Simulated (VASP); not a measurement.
Band structure of CrC (relaxed from the CsCl type structure, space group Pm-3m). Level of theory: PBE GGA, VASP's PBE PAW potentials (set 64) (plane waves; VASP).

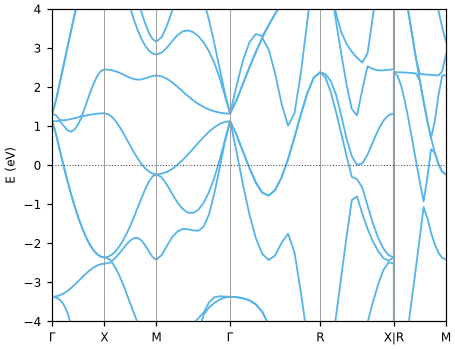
Fig. 1. Bands along high-symmetry lines, zero at the valence-band maximum or, without a gap, the Fermi level

Read the plot: is there a gap, and where are the band edges?

It has no gap at this level: it comes out as a metal or semimetal. (Edges off the drawn lines would not show.)

The structure was generated: CrC was put into the CsCl type type (Pm-3m), which need not be its known phase. It was relaxed first, which changed the volume by -27 %. The run is not spin-polarised, so no magnetic state was tried.
